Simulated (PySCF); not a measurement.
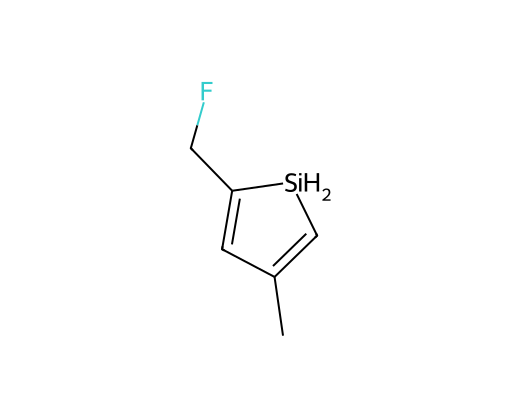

The drawing above gives the connectivity. The geometry was computed by an optimisation with GFN2-xTB. No frequency run is at hand to confirm it as a minimum.

What does the molecule look like in three dimensions?

Formula C6H9FSi. Its SMILES string is `CC1=C[SiH2]C(CF)=C1`. Independent rings (smallest set): 1 of 5 members. Among its groups: alkene, C–F bond, Si–H bond. The point group is Cs. Coordination, clear cases only: 2 C tetrahedral; 4 C trigonal planar.

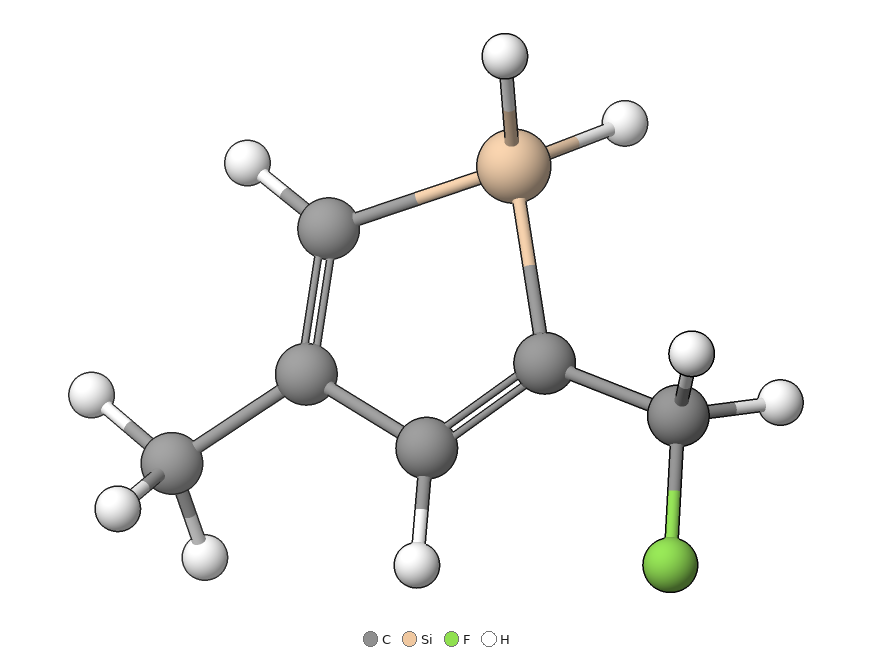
